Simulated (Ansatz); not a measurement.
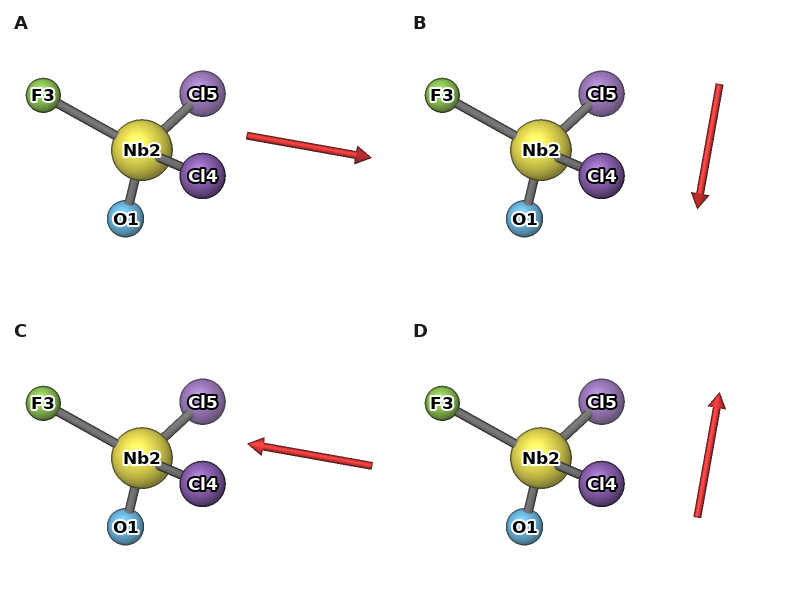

The same molecule four times, each with an arrow. Charge 0, singlet. Geometry: relaxed with PBE0-D4/def2-TZVP with one coordinate held away from its value at the minimum. Level of theory: RKS PBE0-D4/def2-TZVP, core potentials on Nb (Ansatz 0.2.0).

### Which arrow points along the dipole moment, from the negative to the positive end?

A. The dipole moment is 3.40 D; it points from the side of F3 to the side of Cl4, Cl5 (the outermost atoms at the two ends).
